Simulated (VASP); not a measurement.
Band structure of Mg2Si (antifluorite). All values below come from vdW-DF2, VASP's PBE PAW potentials (set 64) (plane waves; VASP).

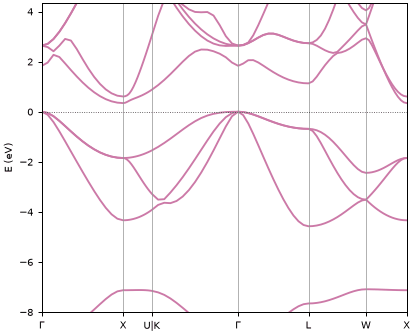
Bands along high-symmetry lines, zero at the valence-band maximum or, without a gap, the Fermi level

Read the plot: is there a gap, and where are the band edges?

The gap is indirect, 0.34 eV, from the valence maximum at Γ to the conduction minimum at X. (Edges off the drawn lines would not show.)

Measured: gap 0.77 eV (computed value off by -0.43 eV), as given by Byungki Ryu et al., Journal of the Korean Physical Society (2019), arXiv:1905.06140.

The compound is Mg2Si in the antifluorite structure. It was relaxed first.
